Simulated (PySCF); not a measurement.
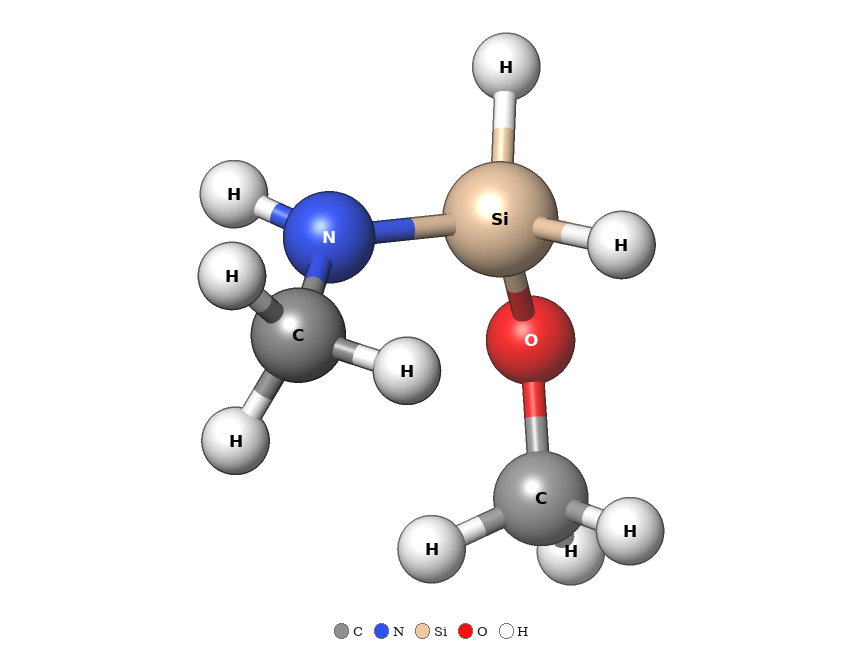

A ball-and-stick model of a molecule. Every bond is drawn as one stick, whatever its order.

The computed structure is the end point of a PBE0-D3(BJ)/def2-SVP optimisation. No frequency run is at hand to confirm it as a minimum.

### Which formula does it have?

C2H9NOSi, 14 atoms: 2 carbon, 9 hydrogen, 1 nitrogen, 1 oxygen and 1 silicon.

### How many bonds of each kind are drawn?

6 C–H, 2 Si–H, 1 C–N, 1 N–Si, 1 O–Si, 1 C–O, 1 N–H.

### Does it have rings?

It has no ring.

### Give a SMILES string for it.

CN[SiH2]OC
